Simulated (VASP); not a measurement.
Band structure of PbS (rock salt). These are PW91 GGA, VASP's PBE PAW potentials (set 64) (plane waves; VASP) values and carry that method's errors.

Unless said otherwise, spin-orbit coupling is left out, though it shifts the bands of the heavy elements here.

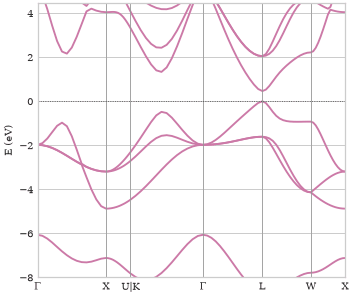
Bands along high-symmetry lines, zero at the valence-band maximum or, without a gap, the Fermi level

Q: Read the plot: is there a gap, and where are the band edges?

A: The gap is direct, 0.46 eV, from the valence maximum at L to the conduction minimum at L. (Edges off the drawn lines would not show.)

Measured: gap 0.37 eV (computed value off by +0.09 eV), as given by Wikipedia, List of semiconductor materials.

The compound is PbS in the rock salt structure. It was relaxed first.
